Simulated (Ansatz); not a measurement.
Level of theory: PBE (plane waves to 420 eV, PAW; Ansatz, a program for electronic structure).

Host crystal: corundum, with a band gap (PBE, scalar-relativistic without spin-orbit coupling).

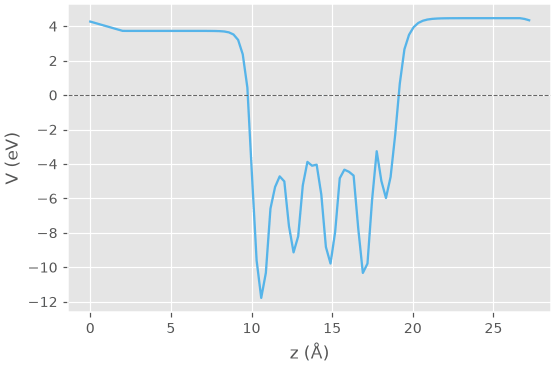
Figure: Electrostatic potential energy of an electron, averaged over planes parallel to the surface, in eV from the Fermi level, for Co on the 1x1 (0001) surface of corundum (cut with top plane Al), one in a 1x1 cell, started at the site 'over Al at depth 1.2 Å'

Model: 21-atom slab, 6.7 Å thick at the start under the adsorbate (thin: gaps and levels are the slab's own), 6x6x1 mesh, Fermi-Dirac 0.01 eV, dipole correction, 9 atoms held, the rest relaxed; held to the start's symmetry, so lower structures may exist; spin-polarised, ending with about 2.1 μB a cell, a value that depends on the mesh; orders that need a larger cell were not tried, no spin-orbit, no U, no dispersion correction. The slab shows no gap over 0.04 eV on its mesh. At the end it is bonded to Al + 3 O. In PBE it is, or lies within 0.03 eV of, the lowest of the starts that converged.

The vacuum level lies 4.47 eV above the Fermi level over the top face and 3.73 eV above it under the bottom face.
